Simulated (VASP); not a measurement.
Here is the system:

```
MgS
1.0
    0.00000     2.58907     2.58907
    2.58907     0.00000     2.58907
    2.58907     2.58907     0.00000
Mg S
1 1
Direct
  0.00000   0.00000   0.00000
  0.50000   0.50000   0.50000
```

All values below come from PBEsol GGA, VASP's PBE PAW potentials (set 64) (plane waves; VASP). Numerical set-up: 400 eV cut-off, 10×10×10 Γ-centred mesh, tetrahedra with Blöchl corrections, potentials Mg S.

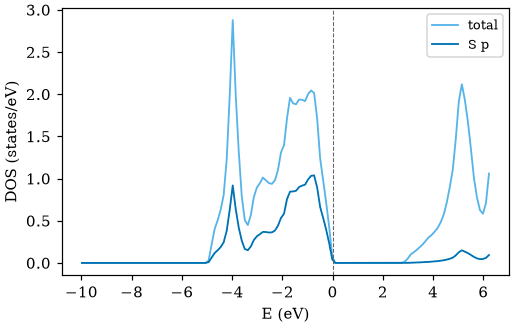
*Total and projected density of states, zero at the valence-band maximum*

Within 2 eV below the valence-band maximum the largest weight inside VASP's projection spheres is S p.

The gap is indirect, 2.73 eV, from the valence maximum at Γ to the conduction minimum at X.

The compound is MgS in the rock salt structure. It was relaxed first.
